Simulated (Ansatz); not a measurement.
Start from SnS2 in the 2H-MoS2 type structure (space group P6_3/mmc, No. 194; a = 3.5612 Å, c = 11.1485 Å; a hypothetical phase, not in the database extracts checked; layered, stacked along the Cartesian z axis).

Modification: a free-standing slab of 1 layer (3 atoms, 3 a layer) is cut normal to the stacking axis, with 15 Å of vacuum and the in-plane cell relaxed.

Method: PBEsol-D3(BJ) (Ansatz, a program for electronic structure), spin-orbit coupling left out.

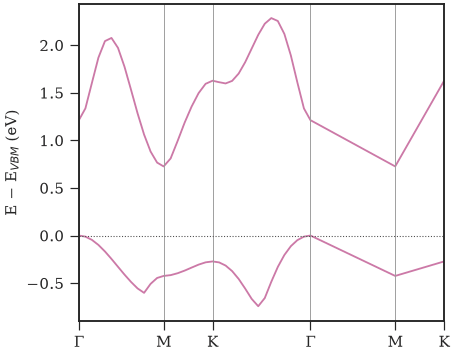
Fig. 1. Highest valence and lowest conduction band along the path of the changed cell's own zone

**Question.** From the figure, how large is the changed gap, and is it direct?

**Answer.** About 0.73 eV, indirect, Γ → M.

Whether these cells are dynamically stable was not tested. The final runs are not spin-polarised. k-point labels follow each cell's own Brillouin zone.
